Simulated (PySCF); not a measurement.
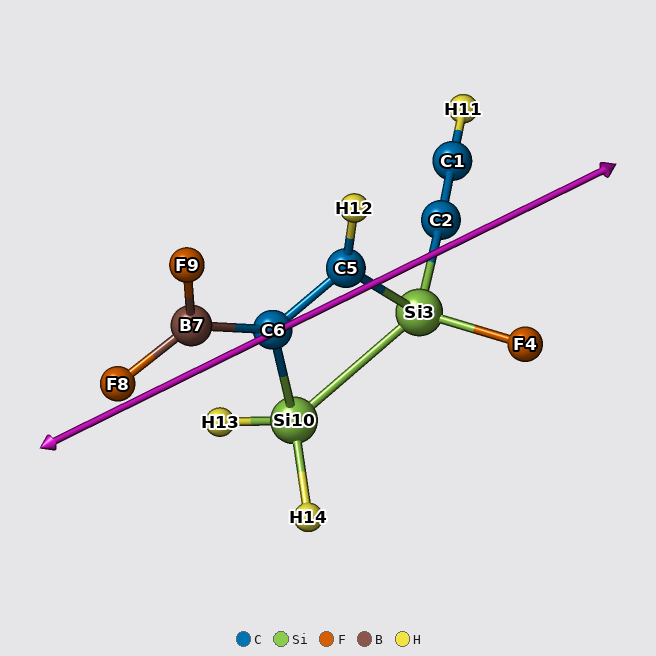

The double arrow shows the direction of the transition dipole to excited singlet state 5 (its length means nothing). The computed structure is the end point of a GFN2-xTB optimisation. No frequency run is at hand to confirm it as a minimum. Method: TDDFT CAM-B3LYP/def2-SVPD, vertical, gas phase, core orbitals frozen in the response (PySCF 2.14.0).

How is the transition polarised?

Close to the long direction C1···F8.

Give its energy, strength and character.

6.08 eV (204 nm), oscillator strength 0.042, of mixed character, with the largest part HOMO−3 → LUMO (weight 0.27); transition dipole 1.34 D.

The geometry is semi-empirical. Around B, Si such bond lengths and angles can be off by a tenth of an ångström or more and by several degrees, and values that hang on the shape move with them.
